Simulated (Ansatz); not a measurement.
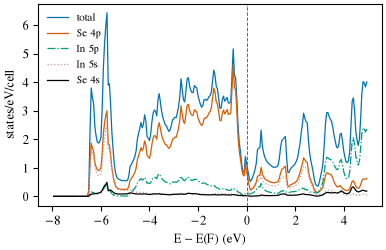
Figure: Total and projected density of states of In2Se3 in space group P3m1 (No. 156; Pearson symbol hP5), LDA (plane waves, PAW; program Ansatz)

Which orbitals carry the states next to the Fermi level?

Within 0.5 eV of the Fermi level: Se 4p 75 %, In 5s 12 %, In 5p 10 %. Projections are on Löwdin-orthogonalised atomic valence shells; empty p or d shells of many metals are not among them.

Where is the tallest occupied peak in this window, and what makes it?

Near -5.8 eV, about 6.4 states/eV per cell; the largest projected share is Se 4p.

The start of the workflow was typed in or built on a structure type; neither database checked (COD, Materials Project) lists it. COD files the formula under space group No. 160, 166, 169, 170. Whether it is the stable phase at ambient conditions was not checked. The LDA relaxation kept the symmetry of its start; its stability against distortions is not shown here. The volume moved by -18 % from the start of the relaxation. A crystal of weakly bound layers computed without a dispersion correction: the cell and the soft elastic constants depend strongly on that. Spin–orbit coupling is left out wherever it is not named.

Potentials: the earlier of the program's two PAW sets. The files were generated under PBE; for other functionals the program regenerates the frozen cores, and for LDA and PBEsol the local potential too.
